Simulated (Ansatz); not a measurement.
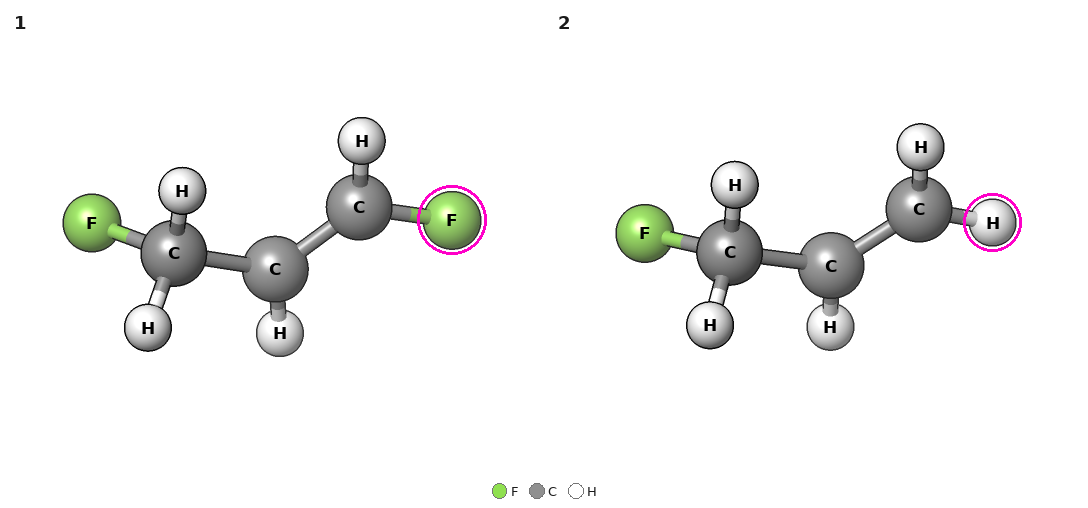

2 molecules with one skeleton, seen from the same side and at one scale; the atom that differs is circled. Each species is neutral and a spin singlet. Computed geometries: PBE0-D4/def2-TZVP optimisations, one conformation each. Properties computed with Ansatz 0.2.0.

One atom differs, called X below: F in panel 1, H in panel 2. Their formulas are C3H4F2 (`F/C=C/CF`), C3H5F (`C=CCF`).

In which is the length of X–C larger (PBE0-D4/def2-TZVP)?

Answer. In panel 1 (X = F).

In which is the angle X–C–H larger (PBE0-D4/def2-TZVP)?

Answer. In panel 2 (X = H).

Give the values. With PBE0-D4/def2-TZVP: length of X–C (Å), angle X–C–H (°). With r2SCAN-D4/def2-TZVPP: dipole moment (D), HOMO energy (Kohn–Sham orbital) (eV), HOMO–LUMO gap (eV).

| quantity | 1 (F) | 2 (H) | 2 − 1 |
| --- | --- | --- | --- |
| length of X–C (Å) | 1.331 | 1.084 | −0.247 |
| angle X–C–H (°) | 112.4 | 117.0 | +4.6 |
| dipole moment (D) | 1.66 | 1.77 | +0.11 |
| HOMO energy (Kohn–Sham orbital) (eV) | −6.93 | −7.09 | −0.16 |
| HOMO–LUMO gap (eV) | 5.94 | 6.03 | +0.09 |
